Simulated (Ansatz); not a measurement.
Band structure of ZnCu3 (P-6m2, 4 atoms in the cell).

```
ZnCu3
1.0
    2.56146     0.00000     0.00000
   -1.28073     2.21829     0.00000
    0.00000     0.00000     8.39759
Zn Cu
1 3
Direct
  0.66667   0.33333   0.00000
  0.66667   0.33333   0.50000
  0.33333   0.66667   0.25407
  0.33333   0.66667   0.74593
```

Computed with LDA (PW92), PAW files made with PBE (plane waves; Ansatz, a first-principles code).

Settings: kpoints.mp_grid.grid = 12 12 3; hamiltonian.xc = lda; hamiltonian.pseudopotentials = {kind: paw} (the program's default PAW files); scf.occupations.method = gaussian; scf.occupations.width = 0.1 eV; kpoints.band_path.npoints = 8.

The starting cell comes from a database of computed structures (which also holds hypothetical and non-ambient phases and stackings), without a prior relaxation at this level. Spin polarisation is off.

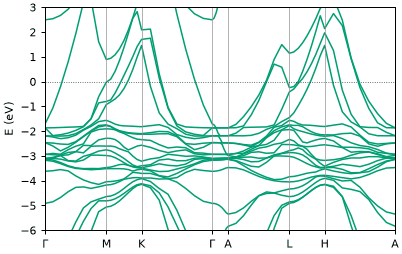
Figure: Bands along the path, energies from the Fermi level.

Levels in eV from the Fermi level, bands 32 to 39:
```
point     32     33     34     35     36    37     38     39
-----  -----  -----  -----  -----  -----  ----  -----  -----
Γ      -2.19  -2.19  -1.87  -1.87  -1.70  2.49  11.31  11.36
M      -1.56  -0.93  -0.80  -0.02   0.89  3.31   3.96   6.87
K      -1.82   1.46   1.70   2.09   3.50  3.58   4.49   4.99
A      -2.48  -2.19  -2.19  -1.87  -1.87  5.20   6.30  17.45
L      -1.56  -1.45  -0.42  -0.25   1.14  3.91   4.54   5.55
H      -1.81   1.46   1.97   2.14   3.20  3.43   3.48   6.72
```

Bands cross the Fermi level along this path, so the cell is metallic at this level.

Keys are those of Ansatz 0.2.
